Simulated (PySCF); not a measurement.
**Geometry relaxation, with input and output: Si₂PH₇O**

The run: geometry relaxation of Si₂PH₇O. Method and program: PBE0-D3(BJ)/def2-SVPD geometry optimisation, gas phase (PySCF 2.14.0).

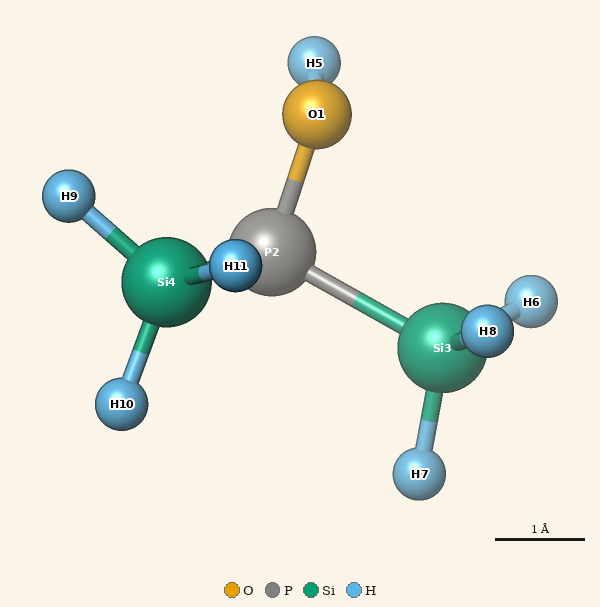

**Figure 1.** The starting structure (ball-and-stick view, seen at a tilt; atoms are numbered from 1 in the order of the input). Bond lengths as drawn: H–O 0.96 Å, H–Si 1.46 to 1.47 Å, O–P 1.67 Å and P–Si 2.24 Å.

**Key numbers**

| quantity | value |
| --- | --- |
| outcome | converged |
| total energy | −998.988059 hartree |
| dipole moment | 0.63 D |
| point group | Cs |
| hardware | 1 CPU thread, shared host |
| wall time | 2 min |
| peak memory | 0.65 GiB |

**Input file**
```
{"job": {"xc": "PBE0", "basis": "def2-SVPD", "d3": "d3bj", "grid": 2, "kind": "geom"}, "charge": 0, "multiplicity": 1}
O      1.302452     0.611265    -1.246807
P      0.343399    -0.668850    -0.759488
Si     0.899172    -0.670522     1.412462
Si    -1.589751     0.459889    -0.764094
H      1.961842     0.333952    -1.885562
H      2.331993    -0.976597     1.476791
H      0.112521    -1.734491     2.033713
H      0.663183     0.602929     2.100713
H     -1.842619     0.848621    -2.153825
H     -2.611425    -0.471497    -0.284827
H     -1.570768     1.665302     0.070925
```

The first line tells a small driver script what to run in PySCF; the rest is the geometry in Å.

Command:
```bash
OMP_NUM_THREADS=1 python <driver script> task.json out
```

**Log**
```
step   0  E = -998.98413962  max force = 0.016265
step   1  E = -998.98764424  max force = 0.004160
step   2  E = -998.98787504  max force = 0.000634
step   3  E = -998.98793464  max force = 0.000472
step   4  E = -998.98799266  max force = 0.000634
step   5  E = -998.98802784  max force = 0.000483
step   6  E = -998.98805105  max force = 0.000271
step   7  E = -998.98805873  max force = 0.000129
optimisation converged
```

**Trajectory as extended XYZ (Å, eV, eV/Å), 8 frames, from step=0 to step=7**
```
11
Properties=species:S:1:pos:R:3:forces:R:3 step=0 energy=-27183.74305
O     1.3025    0.6113   -1.2468    0.6013   0.8364  -0.2681
P     0.3434   -0.6688   -0.7595   -0.2457  -0.7757  -0.1078
Si    0.8992   -0.6705    1.4125   -0.1463   0.0877  -0.2352
Si   -1.5897    0.4599   -0.7641    0.2311  -0.1242   0.1169
H     1.9618    0.3340   -1.8856    0.0761  -0.0590  -0.1115
H     2.3320   -0.9766    1.4768    0.4863  -0.1657   0.0196
H     0.1125   -1.7345    2.0337   -0.3021  -0.4510   0.3501
H     0.6632    0.6029    2.1007   -0.1202   0.4687   0.2311
H    -1.8426    0.8486   -2.1538   -0.1277   0.0941  -0.5027
H    -2.6114   -0.4715   -0.2848   -0.4750  -0.3306   0.1830
H    -1.5708    1.6653    0.0709    0.0221   0.4192   0.3247
11
Properties=species:S:1:pos:R:3:forces:R:3 step=1 energy=-27183.83842
O     1.4109    0.6793   -1.2839   -0.2139  -0.0876   0.1917
P     0.4231   -0.6486   -0.8256    0.0927   0.0693  -0.0726
Si    0.8704   -0.6486    1.3964    0.1114  -0.0371   0.0654
Si   -1.5669    0.4308   -0.7376   -0.0575   0.0817  -0.1083
H     1.9654    0.4242   -2.0259    0.0335  -0.0541  -0.0634
H     2.3140   -1.0093    1.5314   -0.0160   0.0275   0.0450
H     0.0397   -1.7081    2.0502   -0.0234   0.0354  -0.0733
H     0.6100    0.6652    2.0612    0.0128  -0.0090  -0.0343
H    -1.9178    0.8095   -2.1401   -0.0173   0.0187   0.0371
H    -2.5975   -0.5181   -0.2155    0.0596  -0.0281   0.0255
H    -1.5345    1.6542    0.1208    0.0181  -0.0167  -0.0128
11
Properties=species:S:1:pos:R:3:forces:R:3 step=2 energy=-27183.84470
O     1.4003    0.6798   -1.2731   -0.0157  -0.0264  -0.0001
P     0.4239   -0.6532   -0.8293    0.0151   0.0266  -0.0038
Si    0.8773   -0.6496    1.3927    0.0149  -0.0326   0.0170
Si   -1.5644    0.4322   -0.7433   -0.0281  -0.0030  -0.0166
H     1.9566    0.4268   -2.0164    0.0114   0.0165  -0.0048
H     2.3163   -1.0144    1.5522   -0.0075   0.0091   0.0146
H     0.0242   -1.6987    2.0286   -0.0196   0.0029  -0.0113
H     0.6156    0.6684    2.0454    0.0109   0.0103  -0.0158
H    -1.9351    0.8135   -2.1384   -0.0047   0.0045   0.0113
H    -2.5753   -0.5269   -0.2037    0.0092  -0.0103   0.0152
H    -1.5224    1.6527    0.1168    0.0142   0.0024  -0.0057
11
Properties=species:S:1:pos:R:3:forces:R:3 step=3 energy=-27183.84632
O     1.4019    0.6834   -1.2751    0.0187  -0.0005  -0.0243
P     0.4295   -0.6522   -0.8354    0.0163   0.0108  -0.0120
Si    0.8754   -0.6507    1.3886   -0.0197  -0.0118  -0.0014
Si   -1.5615    0.4289   -0.7412   -0.0067  -0.0213   0.0182
H     1.9611    0.4373   -2.0190   -0.0068   0.0119   0.0131
H     2.3092   -1.0237    1.5682   -0.0005  -0.0055   0.0052
H     0.0014   -1.6891    2.0136   -0.0080   0.0007   0.0038
H     0.6180    0.6734    2.0300    0.0087   0.0088  -0.0029
H    -1.9504    0.8092   -2.1308   -0.0057  -0.0024  -0.0017
H    -2.5580   -0.5360   -0.1848   -0.0011   0.0020   0.0056
H    -1.5098    1.6500    0.1171    0.0049   0.0073  -0.0036
11
Properties=species:S:1:pos:R:3:forces:R:3 step=4 energy=-27183.84790
O     1.4081    0.6937   -1.2806    0.0210   0.0226  -0.0133
P     0.4416   -0.6469   -0.8470    0.0171  -0.0038  -0.0185
Si    0.8696   -0.6517    1.3811   -0.0324   0.0145  -0.0142
Si   -1.5560    0.4217   -0.7350    0.0141  -0.0202   0.0326
H     1.9707    0.4568   -2.0247   -0.0114  -0.0032   0.0105
H     2.2932   -1.0464    1.5898    0.0030  -0.0184  -0.0025
H    -0.0376   -1.6704    1.9914    0.0037   0.0001   0.0132
H     0.6266    0.6817    2.0092    0.0050   0.0013   0.0066
H    -1.9756    0.7942   -2.1173   -0.0071  -0.0089  -0.0091
H    -2.5305   -0.5498   -0.1513   -0.0087   0.0095  -0.0025
H    -1.4932    1.6476    0.1158   -0.0043   0.0066  -0.0029
11
Properties=species:S:1:pos:R:3:forces:R:3 step=5 energy=-27183.84886
O     1.4137    0.7064   -1.2839    0.0095   0.0248   0.0020
P     0.4525   -0.6395   -0.8564    0.0090  -0.0082  -0.0111
Si    0.8652   -0.6522    1.3751   -0.0198   0.0206  -0.0135
Si   -1.5521    0.4153   -0.7299    0.0169  -0.0093   0.0209
H     1.9780    0.4752   -2.0282   -0.0069  -0.0088   0.0024
H     2.2784   -1.0736    1.6023    0.0018  -0.0186  -0.0054
H    -0.0684   -1.6523    1.9765    0.0067   0.0002   0.0120
H     0.6417    0.6872    1.9979    0.0021  -0.0026   0.0065
H    -1.9969    0.7741   -2.1081   -0.0053  -0.0098  -0.0076
H    -2.5100   -0.5589   -0.1236   -0.0084   0.0084  -0.0041
H    -1.4854    1.6489    0.1096   -0.0055   0.0033  -0.0021
11
Properties=species:S:1:pos:R:3:forces:R:3 step=6 energy=-27183.84949
O     1.4167    0.7200   -1.2834   -0.0017   0.0139   0.0098
P     0.4605   -0.6314   -0.8621   -0.0021  -0.0054   0.0018
Si    0.8639   -0.6529    1.3712   -0.0008   0.0108  -0.0054
Si   -1.5506    0.4104   -0.7272    0.0078   0.0006   0.0012
H     1.9817    0.4925   -2.0282   -0.0007  -0.0062  -0.0036
H     2.2671   -1.1038    1.6060   -0.0005  -0.0097  -0.0051
H    -0.0898   -1.6359    1.9695    0.0042   0.0010   0.0053
H     0.6638    0.6899    1.9947    0.0004  -0.0026   0.0012
H    -2.0137    0.7511   -2.1044   -0.0011  -0.0060  -0.0024
H    -2.4974   -0.5631   -0.1028   -0.0037   0.0034  -0.0017
H    -1.4854    1.6537    0.0982   -0.0018   0.0000  -0.0010
11
Properties=species:S:1:pos:R:3:forces:R:3 step=7 energy=-27183.84970
O     1.4154    0.7268   -1.2801   -0.0038   0.0031   0.0066
P     0.4615   -0.6276   -0.8619   -0.0056  -0.0009   0.0065
Si    0.8662   -0.6537    1.3709    0.0058  -0.0007   0.0004
Si   -1.5521    0.4093   -0.7279   -0.0007   0.0020  -0.0064
H     1.9801    0.5006   -2.0255    0.0013  -0.0012  -0.0036
H     2.2651   -1.1203    1.6018   -0.0009  -0.0014  -0.0027
H    -0.0936   -1.6292    1.9721    0.0006   0.0015   0.0005
H     0.6799    0.6898    1.9970    0.0008  -0.0004  -0.0024
H    -2.0189    0.7387   -2.1069    0.0014  -0.0015   0.0006
H    -2.4970   -0.5619   -0.0972    0.0000   0.0002   0.0008
H    -1.4897    1.6582    0.0891    0.0012  -0.0008  -0.0004
```

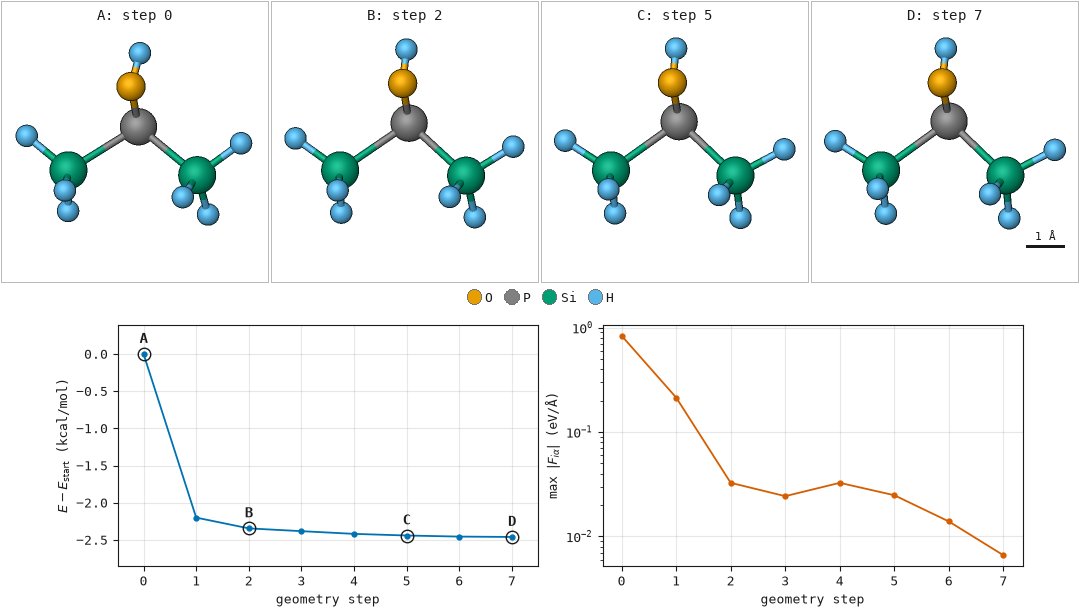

**Figure 2.** Frames of the relaxation (ball-and-stick view, seen at a tilt) above the curves, on which the letters mark them (steps are counted from 0).

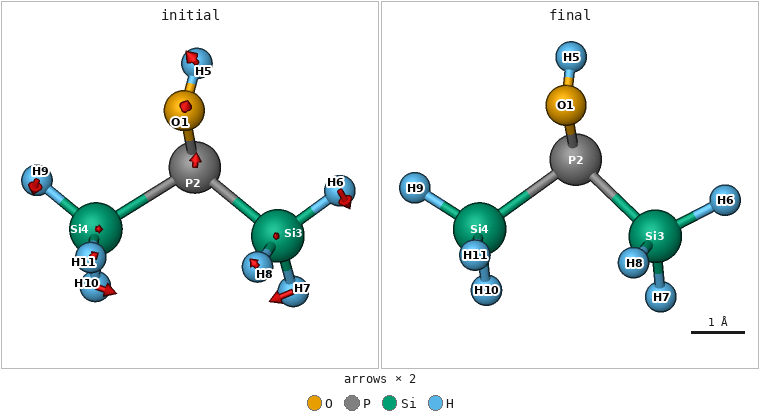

**Figure 3.** Before (left) and after (right) the relaxation, at one scale (ball-and-stick view, seen at a tilt). The red arrows give the displacements, magnified 2 times. The energy falls by 2.46 kcal/mol in 7 geometry steps. Largest force component: 0.84 eV/Å at the start, 0.0066 eV/Å at the end. The largest move after the best rigid fit is that of H7, 0.26 Å. Largest moves by element: H 0.26 Å, O 0.16 Å, P 0.15 Å, Si 0.07 Å. Among the contacts that change: O1–P2 1.672 → 1.709 Å, Si3–H7 1.462 → 1.495 Å, P2–Si3 2.242 → 2.269 Å, Si3–H6 1.467 → 1.493 Å. Among the angles that change: Si3–P2–Si4 102.5° → 96.1°, P2–Si4–H9 106.5° → 108.9°, O1–P2–Si4 96.2° → 98.5°. (Atoms are counted from 1 in the order of the input.)
